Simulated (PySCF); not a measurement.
# C6H4Cl2: the cost of one run

Computed with PySCF 2.14.0 and routines of our own; the level stands in each step. Atoms count from 0.

## Step 1: The starting structure

12 atoms, charge 0, multiplicity 1; geometry from: GFN2-xTB.

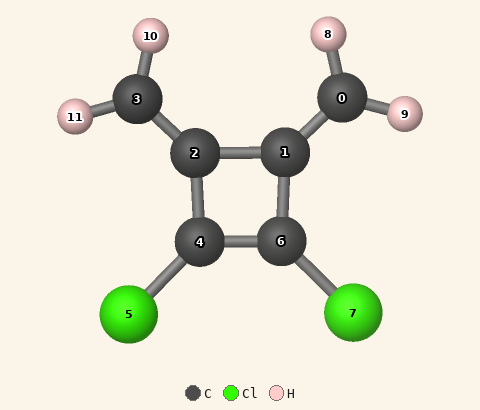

The starting geometry (carbon dark grey, chlorine green, hydrogen pink).

## Step 2: Magnetic properties: GIAO wB97X-D/pcSseg-1

What the job is given:

```
{"job": {"kind": "mag", "xc": "wB97X-D", "basis": "pcSseg-1", "isotopologues": 2}, "charge": 0, "multiplicity": 1}
C     -0.609937     1.890440    -0.031980
C      0.059790     0.753103     0.000004
C     -0.273529    -0.704582    -0.012244
C     -1.370850    -1.437270    -0.060336
C      1.177674    -0.967320     0.051264
Cl     2.081461    -2.395467     0.093851
C      1.480757     0.358566     0.062163
Cl     2.914234     1.252783     0.122703
H     -1.684232     1.903749    -0.079642
H     -0.103423     2.839810    -0.012538
H     -2.344253    -0.981894    -0.102813
H     -1.326494    -2.512603    -0.056460
```

Method: GIAO wB97X-D/pcSseg-1 magnetisability, rotational g tensor and spin-rotation constants, non-relativistic, gas phase.

On the command line:

```sh
> OMP_NUM_THREADS=1 python excited_run.py task.json out
```

One launch serves the whole session: the jobs run in the order shown.

Q: Estimate the wall time and peak memory of this first job on 1 thread of Arm Neoverse V2, shared host.

About 36 s, with a peak of 0.77 GiB.
